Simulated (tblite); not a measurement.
## C4H12BPSi: frequency calculation

- system: C4H12BPSi, SMILES CB(C)P1C[C@@H]1[SiH3]
- method: GFN2-xTB harmonic vibrations, gas phase (tblite 0.8.0)

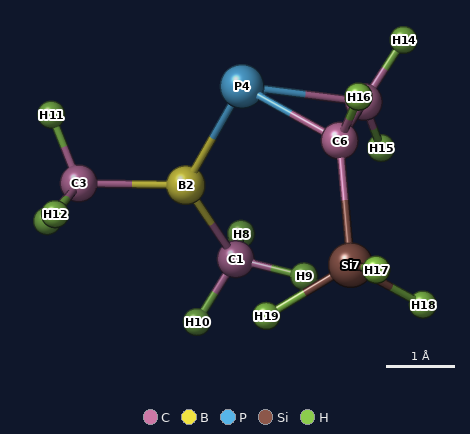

The structure as given in the input (ball-and-stick view, seen at a tilt; atoms are numbered from 1 in the order of the input).

Summary

```csv
quantity,value
outcome,converged
total energy,−547.1283 eV
zero-point energy,90.8960 kcal/mol
hardware,"1 CPU thread, shared host"
wall time,1.1 s
peak memory,0.18 GiB
```

Input file
```
{"job": {"kind": "ir", "xc": "GFN2-xTB", "basis": "xTB"}, "charge": 0, "multiplicity": 1}
C     -1.069040     1.372920    -0.458642
B     -1.223684    -0.190422    -0.351264
C     -2.388535    -0.897749    -1.144764
P     -0.217407    -1.358650     0.798978
C      0.872036    -0.166086     1.712940
C      1.567094    -0.817833     0.562367
Si     2.253748     0.133661    -0.919254
H     -1.734935     1.829899     0.276729
H     -0.072043     1.761768    -0.263581
H     -1.387047     1.746436    -1.430680
H     -2.848211    -1.708833    -0.580420
H     -1.970229    -1.362574    -2.039954
H     -3.176562    -0.225668    -1.479516
H      1.155644    -0.478662     2.711384
H      0.644716     0.888905     1.647946
H      2.211409    -1.640871     0.866738
H      3.464621    -0.571426    -1.344217
H      2.593418     1.494002    -0.485051
H      1.315204     0.200432    -2.041707
```

The first line tells a small driver script what to run in tblite; the rest is the geometry in Å.

Launch command:
```bash
OMP_NUM_THREADS=1 python <driver script> task.json out
```

The program's output
```
mode    cm-1     km/mol
  1      18.9      0.59
  2      51.0      0.65
  3      89.2      1.32
  4     120.0      0.14
  5     140.2      0.89
  6     168.4      0.05
  7     208.6      0.55
  8     255.2      0.39
  9     294.7      0.79
 10     307.7      0.25
 11     361.1      3.10
 12     500.3      4.36
 13     518.5     35.76
 14     555.2     58.78
 15     608.2     19.47
 16     655.2     13.41
 17     700.6      3.95
 18     757.0     33.04
 19     775.1    142.57
 20     790.9    364.09
 21     807.2    164.40
 22     821.7     36.79
 23     827.6    135.86
 24     853.9     78.11
 25     864.6      3.54
 26     918.3     22.99
 27     992.5     19.16
 28    1040.4      6.48
 29    1065.7    164.85
 30    1128.4    106.13
 31    1162.3     33.15
 32    1261.8     25.74
 33    1380.3     41.01
 34    1387.4     22.20
 35    1428.4      0.78
 36    1474.7      1.23
 37    1478.0      1.69
 38    1489.5      2.20
 39    1498.5      0.86
 40    2224.8    300.84
 41    2250.9    289.10
 42    2260.0    255.55
 43    2969.7     18.90
 44    2978.5      0.07
 45    2981.0     36.30
 46    3010.0     17.81
 47    3016.0     29.35
 48    3022.6     45.14
 49    3027.3     20.18
 50    3029.1     23.45
 51    3056.1     11.50
```

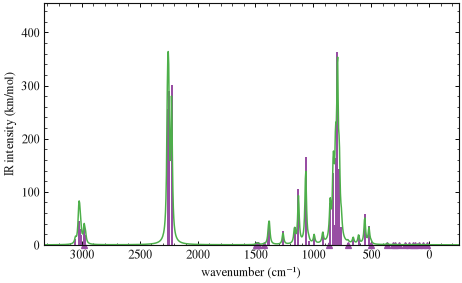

Harmonic infrared spectrum, unscaled: sticks (degenerate modes added up, dark ones marked on the axis) with a Lorentzian envelope of 16 cm⁻¹ full width, scaled to the tallest stick. 51 modes from 19 to 3056 cm⁻¹, none imaginary. The strongest line is at 791 cm⁻¹ (364 km/mol).
